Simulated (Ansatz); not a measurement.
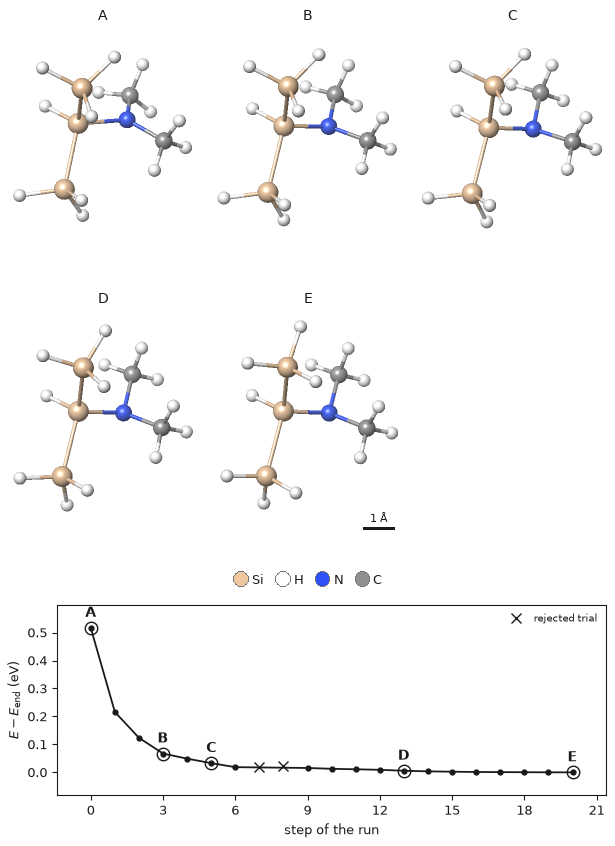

Frames of a relaxation of C2H13NSi3, marked on the history of the run. The picture is a ball-and-stick view, seen from a free direction.

The run prepares the start of a later molecular dynamics calculation, from a guessed geometry.

Theory: Ansatz 0.2.0, RKS BHLYP/STO-3G. Settings: no spin polarisation; force threshold 0.02 eV/Å; at most 40 steps.

Describe the path.

The atom that moves furthest after the best rigid fit is an H atom (0.94 Å). Largest moves by element: H 0.94 Å, N 0.41 Å, C 0.33 Å, Si 0.30 Å. Some distances before and after: Si–Si 2.218 → 2.262 Å, N–Si 1.819 → 1.779 Å, H–Si 1.460 → 1.432 Å, C–H 1.110 → 1.095 Å. Among the angles between lasting bonds that change: C–N–C 120.0° → 110.0°, H–Si–N 109.5° → 104.5°, Si–N–C 120.0° → 115.0°. Groups turn about Si–Si by about 30°, Si–Si by about 30°. Over 18 accepted moves (20 points after the start) the energy falls by 0.517 eV. Largest force component: 1.9 eV/Å at the start, 0.016 eV/Å at the end. The line search rejected the trial steps at points 7, 8 of the run. The forces were under the threshold at step 13, but the run went on from there. From step 0 to 3: the N atom moves most (0.27 Å), energy −0.449 eV. From step 3 to 5: an H atom moves most (0.23 Å), energy −0.034 eV. From step 5 to 13: an H atom moves most (0.45 Å), energy −0.027 eV. From step 13 to 20: an H atom moves most (0.36 Å), energy −0.006 eV.

Limits of the set-up: STO-3G is a minimal basis, so the numbers are rough.
